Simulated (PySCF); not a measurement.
NMR shielding calculation, with input and output: C$_{3}$H$_{7}$F$_{2}$NSi

System: C$_{3}$H$_{7}$F$_{2}$NSi, SMILES C=NC[C@@H](F)[SiH2]F.
Method: GIAO PBE0/pcSseg-1 NMR shielding, non-relativistic, gas phase (PySCF 2.14.0).

The geometry comes from this level: GFN2-xTB. Figures and captions count atoms from 1; the log counts them from 0 in places.

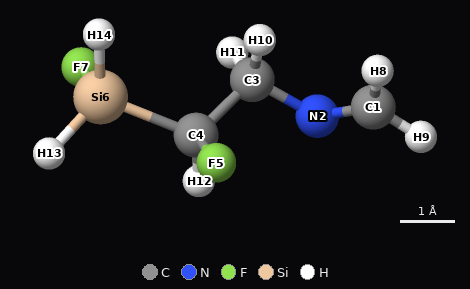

Figure 1. The structure (ball-and-stick view, seen at a tilt; atoms are numbered from 1 in the order of the input). Bond lengths as drawn: C–C 1.53 Å, C–F 1.39 Å, C–H 1.08 to 1.10 Å, C–N 1.25 to 1.43 Å, C–Si 1.92 Å, F–Si 1.61 Å and H–Si 1.45 Å.

### Results in brief

- outcome: converged
- total energy: −661.910030 hartree
- HOMO: −7.47 eV
- LUMO: −0.37 eV
- dipole moment: 1.46 D
- isotropic shielding, C: 28.6 to 117.7 ppm
- isotropic shielding, N: −136.4 ppm
- isotropic shielding, F: 403.1 to 438.6 ppm
- isotropic shielding, Si: 354.7 ppm
- isotropic shielding, H: 24.0 to 28.2 ppm
- hardware: 1 CPU thread, shared host
- wall time: 40 s
- peak memory: 0.82 GiB

### Input
```
{"job": {"kind": "nmr", "xc": "PBE0", "basis": "pcSseg-1"}, "charge": 0, "multiplicity": 1}
C      2.661517     0.097677    -0.577481
N      1.603969    -0.550220    -0.732007
C      0.333705     0.104244    -0.642036
C     -0.424528    -0.438319     0.570095
F      0.190525     0.041603     1.725032
Si    -2.273068     0.069478     0.623254
F     -2.907567    -0.531265    -0.729851
H      2.706395     1.178420    -0.399807
H      3.600113    -0.434232    -0.620170
H      0.419423     1.200046    -0.555776
H     -0.233269    -0.150745    -1.541247
H     -0.286463    -1.526072     0.606130
H     -2.960406    -0.571675     1.729225
H     -2.431024     1.510587     0.522471
```

The first line tells a small driver script what to run in PySCF; the rest is the geometry in Å.

Launched with:
```bash
OMP_NUM_THREADS=1 python <driver script> task.json out
```

### What the program printed
```
coarse grid: 12456 points
cycle   1  E = -661.7765739795  dE =  6.677e-01  |g| = 6.953e-01  |ddm| = 3.256e+00
cycle   2  E = -661.6822238605  dE =  9.435e-02  |g| = 1.063e+00  |ddm| = 1.261e+00
cycle   3  E = -661.8575882501  dE = -1.754e-01  |g| = 7.190e-02  |ddm| = 7.779e-01
cycle   4  E = -661.8581652964  dE = -5.770e-04  |g| = 4.860e-02  |ddm| = 7.150e-02
cycle   5  E = -661.8586135368  dE = -4.482e-04  |g| = 1.373e-02  |ddm| = 3.599e-02
cycle   6  E = -661.8586519984  dE = -3.846e-05  |g| = 3.524e-03  |ddm| = 1.271e-02
cycle   7  E = -661.8586546768  dE = -2.678e-06  |g| = 5.631e-04  |ddm| = 3.293e-03
final grid: 117360 points
cycle   8  E = -661.9100175989  dE = -3.715e-05  |g| = 7.107e-03  |ddm| = 2.264e-02
cycle   9  E = -661.9100082750  dE =  9.324e-06  |g| = 9.883e-03  |ddm| = 1.355e-02
cycle  10  E = -661.9100292090  dE = -2.093e-05  |g| = 1.767e-03  |ddm| = 7.664e-03
cycle  11  E = -661.9100298538  dE = -6.449e-07  |g| = 3.818e-04  |ddm| = 1.240e-03
cycle  12  E = -661.9100298796  dE = -2.580e-08  |g| = 1.520e-04  |ddm| = 2.950e-04
cycle  13  E = -661.9100298835  dE = -3.829e-09  |g| = 2.825e-05  |ddm| = 1.093e-04
cycle  14  E = -661.9100298836  dE = -1.430e-10  |g| = 5.032e-06  |ddm| = 2.770e-05
```

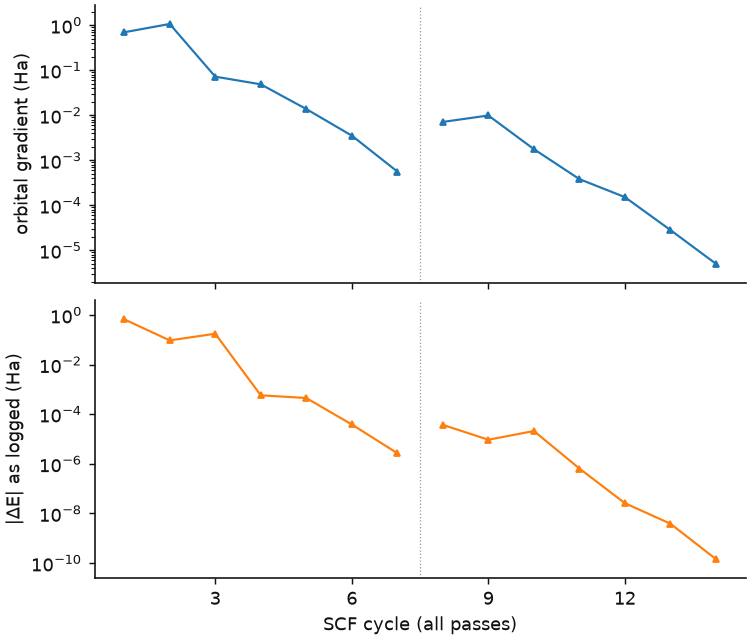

Figure 2. Convergence of the self-consistent field: orbital gradient and size of the energy change against the SCF cycle. The dotted line marks the change from a coarse to the final integration grid. The first 7 cycles use a coarse grid, the final grid takes over at cycle 8, and the field converges after 14 cycles in all.

```
converged SCF energy = -661.9100298836

GIAO shielding tensors (ppm)
atom      isotropic    diamagn.    paramagn.     s11        s22        s33       span
  0 C       28.553     253.776    -225.223    -71.354     40.835    116.177    187.531
  1 N     -136.425     327.722    -464.147   -506.894   -151.387    249.006    755.900
  2 C      117.718     249.071    -131.353     99.077    110.241    143.835     44.758
  3 C       97.722     248.657    -150.934     62.372     76.560    154.234     91.861
  4 F      438.593     475.532     -36.940    390.303    427.626    497.849    107.547
  5 Si     354.710     877.200    -522.490    316.987    345.412    401.729     84.742
  6 F      403.102     468.584     -65.482    379.652    394.591    435.064     55.412
  7 H       23.989      30.771      -6.782     20.745     24.307     26.915      6.171
  8 H       24.365      28.451      -4.086     22.921     23.863     26.312      3.392
  9 H       28.248      32.862      -4.614     25.550     28.231     30.964      5.414
 10 H       27.229      31.355      -4.126     23.779     27.527     30.380      6.602
 11 H       26.278      30.600      -4.322     24.060     25.276     29.498      5.438
 12 H       26.473      27.719      -1.246     23.334     24.871     31.213      7.879
 13 H       26.704      28.783      -2.079     23.859     25.200     31.053      7.194
```

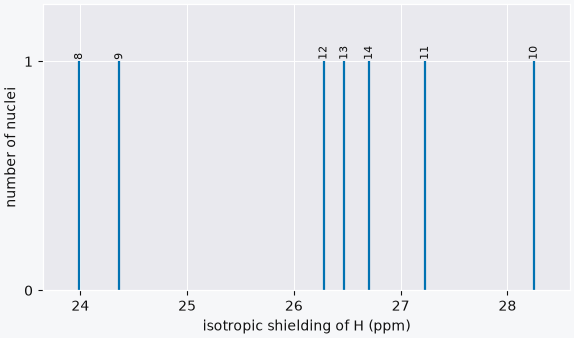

Figure 3. Isotropic shieldings of the hydrogen nuclei in this fixed geometry, labelled by atom number; shielding grows to the right, so chemical shift grows to the left. The least shielded is H8 (24.0 ppm), the most shielded H10 (28.2 ppm).

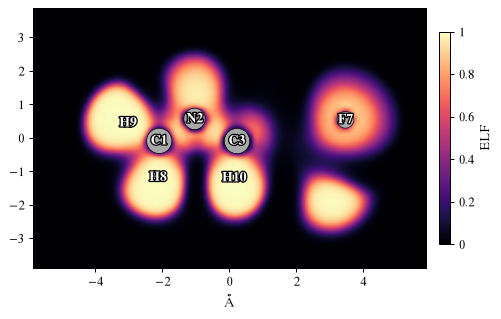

Figure 4. ELF on the plane of atoms N2, C3 and H10. Grey discs, where drawn, cover atomic cores. Atoms in the plane: C, N, F and H. C–N (1.25 Å): the ELF peaks at about 0.90 between the atoms (a double or triple bond).

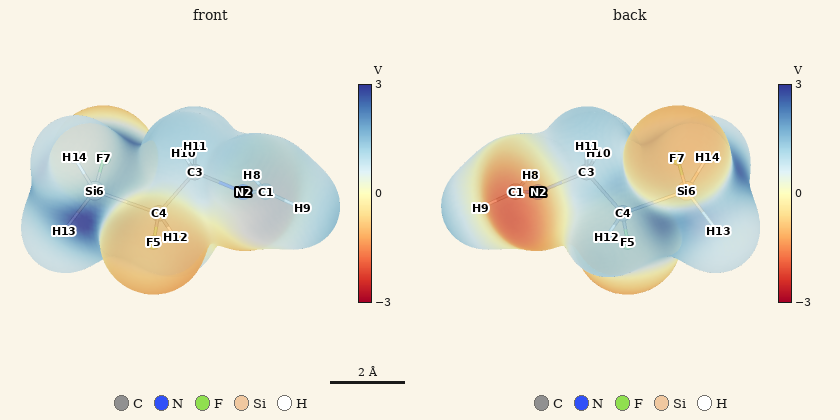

Figure 5. The molecular electrostatic potential painted on the density surface at 0.004 e/bohr³, seen at a tilt and from behind; the colour scale runs from red (negative) to blue (positive). Its dipole moment is 1.46 D.

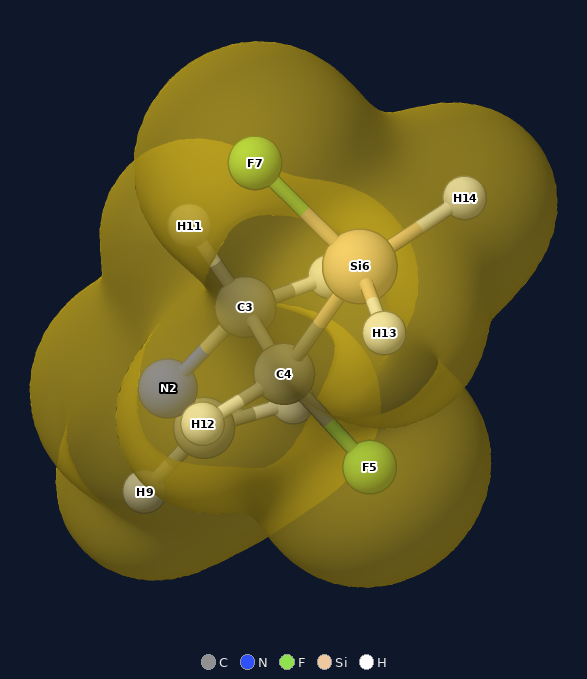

Figure 6. Isosurface of the electron density at 0.05 e/Å³ (yellow), seen at an oblique angle. At this value the surface is in one piece. On the grid the lowest density along these lines, outside the cores, is 2.7 e/Å³ (C–N, 1.25 Å), 1.6 e/Å³ (C–F, 1.39 Å), 1.7 e/Å³ (C–C, 1.53 Å) and 0.89 e/Å³ (Si–F, 1.61 Å).
